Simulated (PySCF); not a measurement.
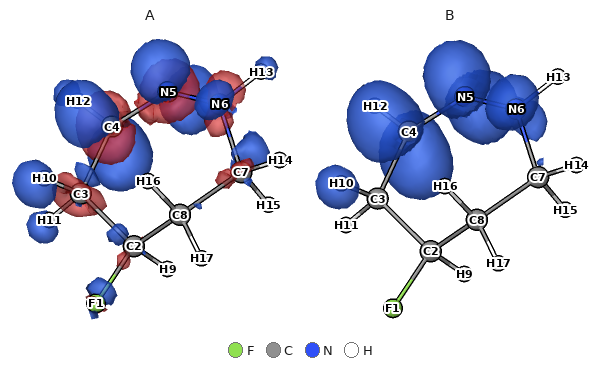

Figure 1: C₅H₉FN₂, SMILES `FC1CC=NNCC1`. The Fukui function f⁺ from two separate SCF calculations and the density of the LUMO, at ±0.03 e/Å³ (blue positive, red negative).

Method: PBE0/def2-SVP; geometry: GFN2-xTB; program: PySCF. No frequency check shows the geometry to be a minimum.

Input

```python
import numpy as np
from pyscf import gto, scf, dft
from pyscf.scf import atom_ks, atom_hf
from scipy.linalg import block_diag

def solve(mol, dm0=None, hcore=None):
    mf = (dft.UKS if mol.spin else dft.RKS)(mol, xc='pbe0')
    mf.grids.level = 3
    mf = mf.density_fit(auxbasis='def2-universal-jkfit')
    mf.conv_tol, mf.max_cycle = 1e-8, 80
    if hcore is not None:
        mf.get_hcore = lambda *args: hcore
    mf.kernel(dm0)
    if not mf.converged:
        mf = mf.newton().run(mf.mo_coeff, mf.mo_occ, max_cycle=30)
    assert mf.converged, 'SCF not converged'
    return mf

mol = gto.M(atom='''
F     -2.53878    -0.13849    -0.04847
C     -1.17708    -0.05774    -0.30538
C     -0.69525     1.31247     0.14219
C      0.77978     1.57470    -0.02243
N      1.80014     0.83064    -0.03868
N      1.88685    -0.49403     0.11125
C      0.88206    -1.49147    -0.21563
C     -0.47427    -1.20315     0.41224
H     -1.08117    -0.17396    -1.39466
H     -0.94210     1.42410     1.20513
H     -1.25293     2.08008    -0.39992
H      1.03021     2.62766    -0.07905
H      2.82457    -0.79170    -0.12924
H      1.26520    -2.44116     0.16667
H      0.75723    -1.58696    -1.30718
H     -0.35280    -0.96257     1.47003
H     -1.09959    -2.09425     0.33055
''', basis='def2-svp', charge=0, spin=0, verbose=4)
mf = solve(mol)
out = dict(e0=mf.e_tot, dm0=mf.make_rdm1(), c=mf.mo_coeff, occ=mf.mo_occ, eps=mf.mo_energy)
for name, dq, spin in [('cation', 1, 1), ('anion', -1, 1)]:
    ion = mol.copy().set(charge=mol.charge + dq, spin=spin).build()
    mi = solve(ion)
    if spin and dq > 0 and mol.nao < 130:
        c, _, stable, _ = mi.stability(return_status=True)
        if not stable:
            mi = solve(ion, mi.make_rdm1(c, mi.mo_occ))
    print(name, 'vertical energy change / eV', (mi.e_tot - mf.e_tot) * 27.211386)
    out.update({'e_' + name: mi.e_tot, 'dm_' + name: mi.make_rdm1(), 's2_' + name: mi.spin_square()[0], 'eps_' + name: mi.mo_energy, 'occ_' + name: mi.mo_occ})
# spherically averaged free atoms, for the promolecule
atm = atom_ks.get_atm_nrks(mol, xc='pbe0')
pro = block_diag(*[(atm[a[0]][2] * atm[a[0]][3]) @ atm[a[0]][2].T for a in mol._atom])
np.savez('result.npz', pro=pro, **out)
```

Command:

```sh
OMP_NUM_THREADS=1 python input.py
```

The run took 4.3 min on 1 thread of Intel(R) Xeon(R) Processor @ 2.50GHz (Skylake/Cascade Lake), with other jobs on the host, peak memory 0.83 GiB.

Partitions, critical points and surface values were worked out afterwards from this run's density.

> Which panel is which, and how good is the frozen-orbital picture?

A is f⁺ (it has negative regions), B the LUMO density. The LUMO lies on N5 (33 %), C4 (32 %) and N6 (9 %); f⁺ (Hirshfeld-condensed) is largest on C4 (0.15), N5 (0.14) and H15 (0.10); the vertical electron affinity is −2.69 eV (the stability of the anion's solution wasn't checked; negative, but this basis has no diffuse functions, so it doesn't show that the anion is unbound). Relaxation shifts 42 % of the electron between atoms. The orbital energy is 0.76 eV.
